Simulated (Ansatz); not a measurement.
# BGeHCl+ (quintet): from Hartree-Fock to the top rungs, cc-pVDZ

How much of the correlation energy of BGeHCl+ (quintet) does each wave-function method recover here?

Method: cc-pVDZ, core rule «outside noble gas», up to 20 orbitals frozen; program: Ansatz 0.2.0, Gaussian basis.

To be run: UHF; CCSD(T) on ROHF; CCSD(T) on UHF; BCCD(T) on ROHF; CISD; CCSDT(Q) on ROHF; CCSDT(Q) on UHF.

35 further runs of the same task are left out: 24 that didn't finish, 11 set aside as unsound or not needed.

### 1 The geometry

The geometry is a PBE0/def2-TZVP stationary point (not a proven minimum) of the parent state, kept for this charge and spin. No spin-orbit coupling is included. The filled d shell of Ge may be among the frozen orbitals whatever the setting's name suggests; the logs give the count.

4 atoms, charge 1, spin multiplicity 5.

Atoms are counted from 1 here; the program's logs count them from 0.

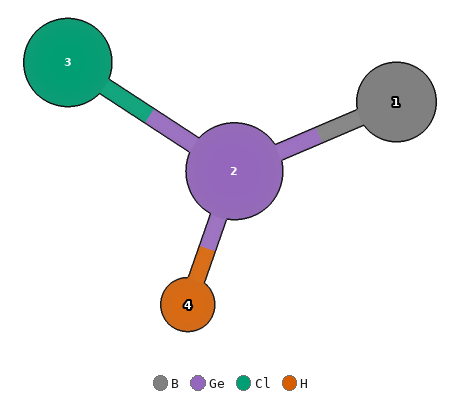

The geometry (boron grey, germanium purple, chlorine teal, hydrogen orange); atoms are numbered from 1 in the order of the file.

### 2 UHF

Contents of in.yaml:

```yaml
crystal:
  periodic: [false, false, false]
  atoms:
    - {symbol: B, position_ang: [0.000000, -1.105561, 1.857168]}
    - {symbol: Ge, position_ang: [0.000000, 0.237547, 0.500263]}
    - {symbol: Cl, position_ang: [0.000000, -0.199904, -1.607211]}
    - {symbol: H, position_ang: [0.000000, 1.769935, 0.559060]}
basis:
  gaussian: {orbitals: cc-pVDZ}
total_charge: 1
magnetization: {spin_polarized: true, initial_magnetization: 4}
hamiltonian: {xc: hf}
output: {orbitals: {seedname: orbitals}}
```

On the command line:

```console
> ansatz run in.yaml --threads 1 --pin off --events-out ev --progress --plain --max-ram 2393MiB
```

Further steps of the session: CCSD(T) on ROHF; CCSD(T) on UHF; BCCD(T) on ROHF; CISD; CCSDT(Q) on ROHF; CCSDT(Q) on UHF.

Q: Predict the results of all the runs planned. Wanted: RCCSDT(Q) below the RHF energy; RMP2 from RCCSDT(Q); UMP2 from RCCSDT(Q); RCCSD from RCCSDT(Q); RCCSD(T) from RCCSDT(Q); UCCSD(T) from RCCSDT(Q); UCCSDT(Q) from RCCSDT(Q); T1 diagnostic.

**Answer**, as computed:

| quantity | value |
| --- | --- |
| RCCSDT(Q) below the RHF energy | -7.5125 eV |
| RMP2 from RCCSDT(Q) | +1450.6 meV |
| UMP2 from RCCSDT(Q) | +1493.1 meV |
| RCCSD from RCCSDT(Q) | +307.8 meV |
| RCCSD(T) from RCCSDT(Q) | +76.9 meV |
| UCCSD(T) from RCCSDT(Q) | +76.0 meV |
| UCCSDT(Q) from RCCSDT(Q) | -4.8 meV |
| levels within 1 kcal/mol (43 meV) | RCCSDT, UCCSDT, UCCSDT(Q) |
| T1 diagnostic | 0.038 |

What this shows: RCCSD(T) lands +76.9 meV from the yardstick (1.0 % of the correlation energy). These misses are within one basis, not against nature; the frozen cores of restricted and unrestricted runs differ, which can shift their rows.
